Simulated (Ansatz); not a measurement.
Cell of (Ge)1/(Sn)5 zinc blende (001) superlattice on Ge, relaxed at this level with a, b, angles of the cell held:

```yaml
crystal:
  lattice:
    - [4.07765, 0.00000, 0.00000]
    - [0.00000, 4.07765, 0.00000]
    - [0.00000, 0.00000, 22.55426]
  atoms:
    - { symbol: Ge, position: [0.00000, 0.00000, 0.00212] }
    - { symbol: Ge, position: [0.50000, 0.00000, 0.06624] }
    - { symbol: Sn, position: [0.50000, 0.50000, 0.14123] }
    - { symbol: Sn, position: [0.00000, 0.50000, 0.22835] }
    - { symbol: Sn, position: [0.00000, 0.00000, 0.31541] }
    - { symbol: Sn, position: [0.50000, 0.00000, 0.40232] }
    - { symbol: Sn, position: [0.50000, 0.50000, 0.49014] }
    - { symbol: Sn, position: [0.00000, 0.50000, 0.57823] }
    - { symbol: Sn, position: [0.00000, 0.00000, 0.66604] }
    - { symbol: Sn, position: [0.50000, 0.00000, 0.75296] }
    - { symbol: Sn, position: [0.50000, 0.50000, 0.84002] }
    - { symbol: Sn, position: [0.00000, 0.50000, 0.92714] }
```

These are PBE (plane waves to 420 eV, PAW; Ansatz, a program for electronic structure) values and carry that method's errors. Scalar-relativistic, without spin–orbit coupling. Its k-point mesh 8×8×2, Fermi–Dirac width 0.01 eV.

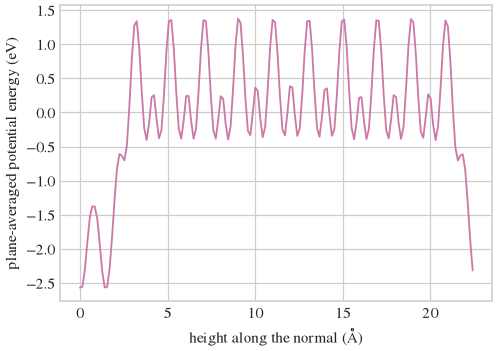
Smooth (PAW) electrostatic potential energy of an electron, averaged over planes, about its mean

The curve spans 3.9 eV over the stretch drawn.
